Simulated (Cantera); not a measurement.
Input: 1 mol CHF3, 0.25 mol F2, equilibrated at 0.0330 bar.

Equilibrium computed with Cantera from the NASA thermochemical tables; the gas is ideal and each condensed phase is pure. Candidate condensed phases: C, C6H6, C7H8, C8H18; 110 gas species. Ions and electrons are included (thermal ionisation). The numbers say what is thermodynamically allowed, not how fast it happens.

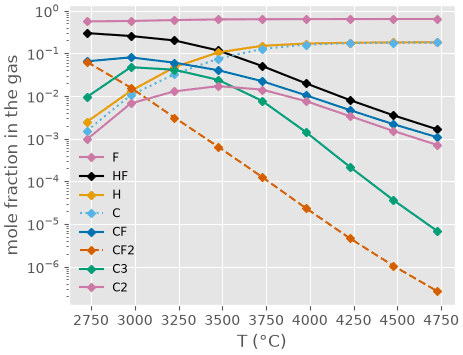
Equilibrium gas composition (values under 1e-9 drawn at 1e-9)

At 2727 °C the condensed part is C(graphite). From 2977 °C to 4727 °C nothing is condensed. The main C-bearing gas is CF at 2727 °C and C at 4727 °C.
